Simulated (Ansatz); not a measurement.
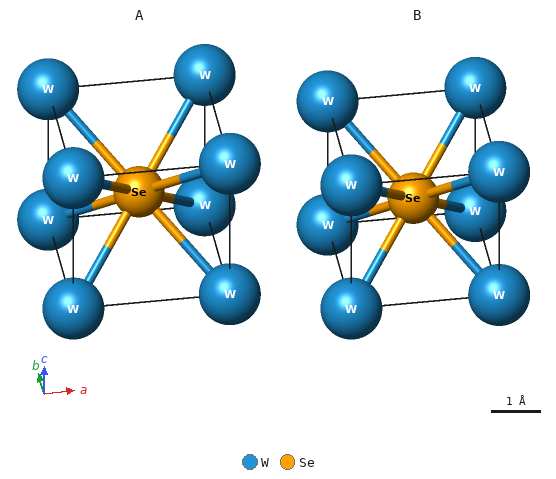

Two geometries of a crystal of WSe (built on the CsCl (B2) type) (coarse preliminary run), drawn at one scale. One is the start of a relaxation, the other its converged end. Style: ball-and-stick. Shown: the cell of the calculation, from a free direction.

Level of theory: Ansatz 0.2.0, DFT r2SCAN+U, scalar-relativistic, plane waves, PAW. (plane-wave cutoff 500 eV; k-point mesh 6 × 6 × 6; occupations gaussian; smearing width 0.1 eV; U W 6.2 eV; collinear spin; cell and atoms relaxed; force threshold 0.05 eV/Å; at most 80 steps)

Q: Which one is relaxed?

A: Structure A is the relaxed one. No atom moves by more than 0.005 Å relative to the cell. Cell: a = b = c 3.099 → 3.281 Å (+5.9 %). Volume +18.6 %. Near-neighbour distances that change, for instance: W–W 3.099 → 3.281 Å, Se–W 2.684 → 2.841 Å. The space group stays Pm-3m (No. 221). After 3 accepted moves (4 points after the start) the energy has fallen by 240 meV per atom. All forces vanish by symmetry, so only the cell relaxes. The pressure goes from 33.20 to 0.05 GPa. The SCF was repeated once at an unchanged geometry on a basis and grid sized afresh for the cell, which shifted the energy by 1.5 meV per atom at most.
